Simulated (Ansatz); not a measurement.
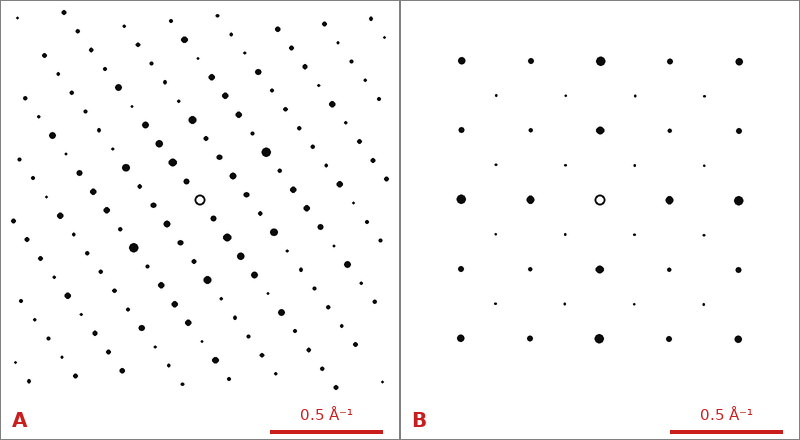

Kinematic electron diffraction patterns (300 kV, B = 0.5 Å², same scale, each along a low-index zone) of two structures of composition Sr4TaIr, each relaxed at zero pressure with DFT PBE, scalar-relativistic, plane waves, PAW (Ansatz 0.2.0).

The structures (standard cells):
1. P4/mmm (No. 123), a = 5.445 Å, c = 9.602 Å, 6 atoms; generated start, possibly hypothetical
2. F-43m (No. 216), a = 9.053 Å, 24 atoms; generated start, possibly hypothetical

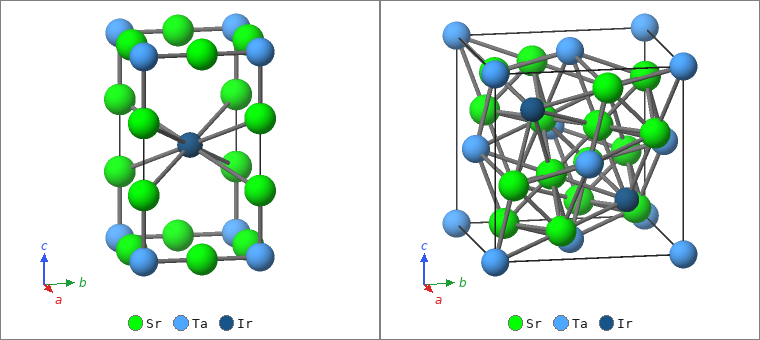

Drawings of the structures 1 to 2, from left to right (each may span several cells).

> Which pattern belongs to which structure, and along which zone?

A is structure 1 along [100] or an equivalent direction: rectangular net of 0 0 1 at d = 9.60 Å and 0 1 0 at d = 5.44 Å, 90.0° apart (some points of this net are extinct or too weak to see). B is structure 2 along [001] or an equivalent direction: square net of 2 0 0 (weak) at d = 4.53 Å and 0 2 0 (weak) at d = 4.53 Å, 90.0° apart (some points of this net are extinct or too weak to see).

> Rank the structures by their computed energy.

Structure 2 (F-43m, 30.92 Å³ an atom) is the lowest of these; structure 1 (P4/mmm, 47.45 Å³ an atom) lies about 260 meV an atom higher. These are static energies at 0 K; other structures, not shown, may lie lower still.
